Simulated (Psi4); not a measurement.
# wB97X-D/def2-SVP run of HCl (hydrogen chloride)

Aim: the vertical ionisation energy of HCl (hydrogen chloride) at wB97X-D/def2-SVP, from 2 runs. 

Program for the calculation: Psi4 1.11.

4 further runs of the same task are left out: 4 set aside as unsound or not needed. Runs told in other sessions of the task aren't counted.

**1. The system as given**

The species is HCl (2 atoms), meant as a singlet with charge 0. SMILES: `Cl`. The coordinates come from a PBE0-D4/def2-TZVP relaxation.

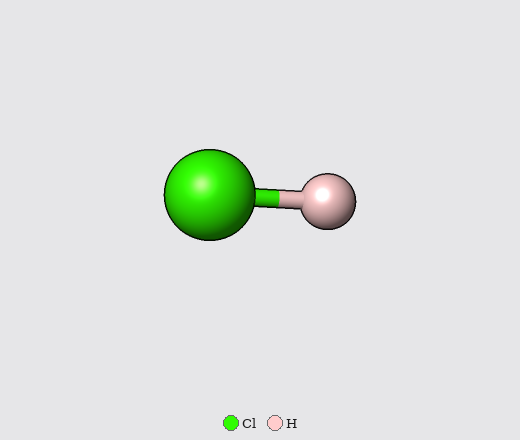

The structure, seen from a chosen angle (chlorine green, hydrogen pink).

**2. The energy at wB97X-D/def2-SVP**

job.inp reads:

```
memory 1.6 GB

molecule m {
  0 1
  Cl     1.03179046    -0.33731611     0.53063510
  H     -1.03179046     0.33731611    -0.53063510
  units bohr
  symmetry c1
}

set globals {
  reference            rks
  puream               true
  scf_type             pk
  dft_radial_points    150
  dft_spherical_points 974
}

energy("wb97x-d/def2-SVP")
```

Launch:

```sh
$ psi4 -i job.inp -o job.out -n 1
```

job.out:

```text
[...]
  Running in c1 symmetry.
[...]
  Nuclear repulsion =    7.034776967508858
[...]
  Multiplicity = 1
[...]
  Nalpha       = 9
  Nbeta        = 9
[...]
    Number of basis functions: 23
[...]
   @RKS iter   1:  -460.63539869834483   -1.10539e-01   8.10861e-03 ADIIS/DIIS
[...]
   @RKS iter   6:  -460.65544351892100   -5.59041e-08   9.92002e-07 DIIS
[...]
    Orbital Energies [Eh]
    ---------------------
    Doubly Occupied:
       1A   -101.674189     2A     -9.581446     3A     -7.335401
       4A     -7.325500     5A     -7.325500     6A     -0.930973
       7A     -0.547039     8A     -0.403420     9A     -0.403420
[...]
  @RKS Final Energy:  -460.65544351892100
   => Energetics <=
    Nuclear Repulsion Energy =              7.0347769675088578
    One-Electron Energy =                -649.9601897631937391
    Two-Electron Energy =                 203.1558454049023226
    DFT Exchange-Correlation Energy =     -20.8858740876051563
    Empirical Dispersion Energy =          -0.0000020405332617
    VV10 Nonlocal Energy =                  0.0000000000000000
    Total Energy =                       -460.6554435189210039
[...]
 Multipole Moments:
 ------------------------------------------------------------------------------------
     Multipole            Electronic (a.u.)      Nuclear  (a.u.)        Total (a.u.)
 ------------------------------------------------------------------------------------
 L = 1.  Multiply by 2.5417464519 to convert [e a0] to [Debye]
 Dipole X            :         -0.0000000           -0.0000000           -0.0000000
 Dipole Y            :         -0.0000000            0.0000000           -0.0000000
 Dipole Z            :          0.6555608           -1.1980385           -0.5424778
 Magnitude           :                                                    0.5424778
[...]
```

Wall time 4.5 s (1 thread of Intel Xeon at 2.60GHz (Ice Lake), shared host); peak memory 0.39 GiB.

**3. The doublet cation, same level**

input.inp reads:

```
memory 1600 MB

molecule geom {
  1 2
  Cl     1.03179046    -0.33731611     0.53063510
  H     -1.03179046     0.33731611    -0.53063510
  units bohr
  symmetry c1
}

set {
  basis                def2-SVP
  reference            uks
  puream               true
  scf_type             pk
  dft_radial_points    150
  dft_spherical_points 974
  maxiter              100
}

energy_value, wavefunction = energy('wb97x-d', return_wfn=True)
print_variables()
```

Launch:

```sh
$ psi4 input.inp input.out -n 1
```

input.out:

```text
[...]
  Running in c1 symmetry.
[...]
  Nuclear repulsion =    7.034776967508858
[...]
  Multiplicity = 2
[...]
  Nalpha       = 9
  Nbeta        = 8
[...]
    Number of basis functions: 23
[...]
   @UKS iter   1:  -460.16833682611281    3.56523e-01   7.40475e-03 DIIS/ADIIS
[...]
   @UKS iter   8:  -460.18794922706331   -8.43272e-10   1.96247e-07 DIIS
[...]
   @S^2 Observed:                7.523528236E-01
[...]
    Orbital Energies [Eh]
    ---------------------
    Alpha Occupied:
       1A   -102.148808     2A    -10.051369     3A     -7.814245
       4A     -7.798771     5A     -7.789144     6A     -1.369946
       7A     -0.942176     8A     -0.861990     9A     -0.806094
    Alpha Virtual:
      10A     -0.213339    11A      0.087659    12A      0.272085
      13A      0.335709    14A      0.376764    15A      0.415652
      16A      0.416941    17A      0.545993    18A      0.577553
      19A      0.581916    20A      0.855589    21A      1.288421
      22A      1.302476    23A      1.987599
[...]
  @UKS Final Energy:  -460.18794922706331
   => Energetics <=
    Nuclear Repulsion Energy =              7.0347769675088578
    One-Electron Energy =                -642.0389598537165057
    Two-Electron Energy =                 195.4892134170681857
    DFT Exchange-Correlation Energy =     -20.6729777173905767
    Empirical Dispersion Energy =          -0.0000020405332617
    VV10 Nonlocal Energy =                  0.0000000000000000
    Total Energy =                       -460.1879492270633136
  UHF NO Occupations:
  HONO-2 :    7  A 1.9998741
  HONO-1 :    8  A 1.9989800
[...]
 Multipole Moments:
 ------------------------------------------------------------------------------------
     Multipole            Electronic (a.u.)      Nuclear  (a.u.)        Total (a.u.)
 ------------------------------------------------------------------------------------
 L = 1.  Multiply by 2.5417464519 to convert [e a0] to [Debye]
 Dipole X            :         -0.0000000           -0.0000000           -0.0000000
 Dipole Y            :          0.0000000            0.0000000            0.0000000
 Dipole Z            :          0.4598487           -1.1980385           -0.7381898
 Magnitude           :                                                    0.7381898
[...]
```

Wall time 6.3 s (1 thread of Intel Xeon at 2.60GHz (Ice Lake), shared host); peak memory 0.4 GiB.

**4. What came out**

At wB97X-D/def2-SVP:

| quantity | value |
| --- | --- |
| singlet HCl: total energy | -460.65544 Eh |
| singlet HCl: dipole moment | 1.38 D |
| singlet HCl: HOMO energy | -10.98 eV |
| singlet HCl: LUMO energy | 2.87 eV |
| singlet HCl: HOMO–LUMO gap | 13.84 eV |
| singlet HCl: dispersion energy | -0.01 kJ/mol |
| doublet cation: total energy | -460.18795 Eh |
| doublet cation: HOMO energy (highest over α and β) | -21.46 eV |
| doublet cation: LUMO energy (lowest over α and β) | -14.35 eV |
| doublet cation: dispersion energy | -0.01 kJ/mol |
| doublet cation: ⟨S²⟩ | 0.752 |
| vertical ionisation energy (to the doublet cation) | 12.721 eV |

The vertical ionisation energy comes to 12.72 eV (293 kcal/mol). The negative HOMO energy of the first species, 10.98 eV, lies 1.74 eV below that difference.
